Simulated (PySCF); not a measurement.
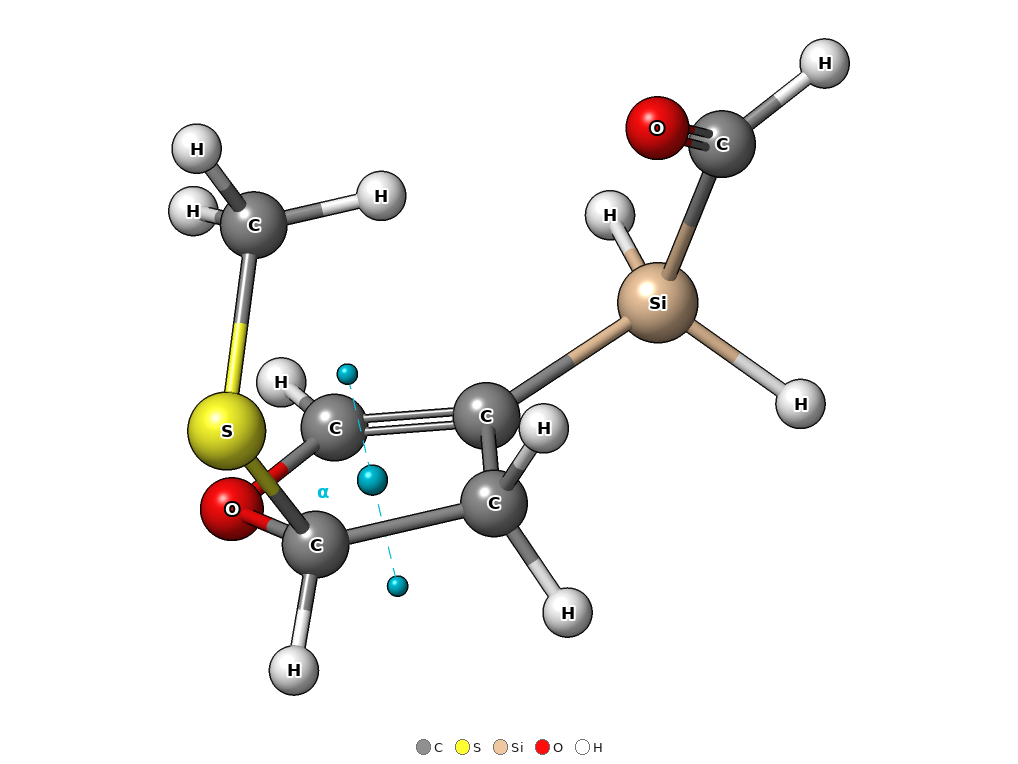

The small points mark where nucleus-independent chemical shifts (NICS) were computed: at the centre of each lettered ring and 1 Å above and below it. The computed structure is the end point of a GFN2-xTB optimisation. No frequency run is at hand to confirm it as a minimum. Properties computed with GIAO PBE0/pcSseg-1 NMR shielding, non-relativistic, gas phase (PySCF 2.14.0).

Give NICS(0), NICS(1) and the out-of-plane component NICS(1)zz for each ring (means of the two sides).

```tsv
ring	members	NICS(0)	NICS(1)	NICS(1)zz
α	C4O	−5.1	−3.4	−6.8
```

Values in ppm.

**What do the values say about the ring currents?**

Ring α: weak, as in a non-aromatic ring. NICS is one index among several.

The geometry is semi-empirical. Around Si such bond lengths and angles can be off by a tenth of an ångström or more and by several degrees, and values that hang on the shape move with them.
